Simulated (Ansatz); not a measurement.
# AlHO (singlet): wave-function methods side by side at distance O2–H3 = 1.177 Å, 6-31G

Aim: climb from Hartree-Fock through coupled cluster and multireference methods for AlHO (singlet) at one geometry and basis, and see what each rung misses.

Program: Ansatz 0.2.0, Gaussian basis. Level of theory: 6-31G, core rule «outside noble gas», up to 6 orbitals frozen. These are calculated values, not measurements.

Plan: UHF; CCSD(T) on RHF; BCCD(T) on RHF; CISD; CCSDT(Q) on RHF; CISDTQ; CCSDTQ on RHF; CASSCF and MRCISD+Q, 2 electrons in 2 orbitals; CASSCF and NEVPT2, 2 electrons in 2 orbitals; Full CI.

29 further runs of the same task are left out: 16 for a known fault of the program, 8 that didn't finish, 5 set aside as unsound or not needed.

### 1 The geometry

The geometry derives from a PBE0/def2-TZVP stationary point (not a proven minimum). One bond is set to the value named and the two fragments are kept rigid.

3 atoms, charge 0, spin multiplicity 1.

Atoms are counted from 1 here; the program's logs count them from 0.

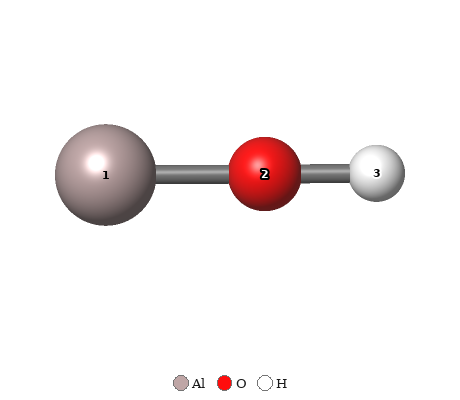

The geometry (aluminium light grey, oxygen red, hydrogen white); atoms are numbered from 1 in the order of the file.

### 2 UHF

Contents of in.yaml:

```yaml
crystal:
  periodic: [false, false, false]
  atoms:
    - {symbol: Al, position_ang: [0.000000, 0.000000, 1.508647]}
    - {symbol: O, position_ang: [0.000000, 0.000000, -0.165823]}
    - {symbol: H, position_ang: [0.000000, 0.000000, -1.342823]}
basis:
  gaussian: {orbitals: 6-31G}
magnetization: {spin_polarized: true, initial_magnetization: 0}
hamiltonian: {xc: hf}
output: {orbitals: {seedname: orbitals}}
```

Launch:

```
ansatz run in.yaml --threads 1 --pin off --events-out ev --progress --plain --max-ram 2393MiB
```

Further steps of the session: CCSD(T) on RHF; BCCD(T) on RHF; CISD; CCSDT(Q) on RHF; CISDTQ; CCSDTQ on RHF; CASSCF and MRCISD+Q, 2 electrons in 2 orbitals; CASSCF and NEVPT2, 2 electrons in 2 orbitals; Full CI.

Q: Predict the results of all the runs planned. Wanted: FCI below the RHF energy; RMP2 from FCI; RCCSD from FCI; RCCSD(T) from FCI; RCCSDT(Q) from FCI; NEVPT2 pair from FCI; MRCISD+Q pair from FCI; T1 diagnostic; effectively unpaired electrons.

The runs gave:

| quantity | value |
| --- | --- |
| FCI below the RHF energy | -4.8941 eV |
| RMP2 from FCI | +10.27 kcal/mol |
| RCCSD from FCI | +2.89 kcal/mol |
| RCCSD(T) from FCI | +0.64 kcal/mol |
| RCCSDT(Q) from FCI | -0.08 kcal/mol |
| NEVPT2 pair from FCI | +7.94 kcal/mol |
| MRCISD+Q pair from FCI | +1.61 kcal/mol |
| levels within 1 kcal/mol (43 meV) | RCCSD(T), BCCD(T), RCCSDT, CISDTQ, RCCSDT(Q), RCCSDTQ |
| T1 diagnostic | 0.024 |
| effectively unpaired electrons | 0.08 |

In words: RCCSD(T) misses by +0.64 kcal/mol, 0.6 % of the correlation energy. RCCSDT(Q) falls below full CI, which methods that aren't variational can do. One determinant dominates. Of the multireference levels listed MRCISD+Q pair comes nearest in total energy (+1.61 kcal/mol), which doesn't show that its space is the better one. These misses are within one basis, not against nature.
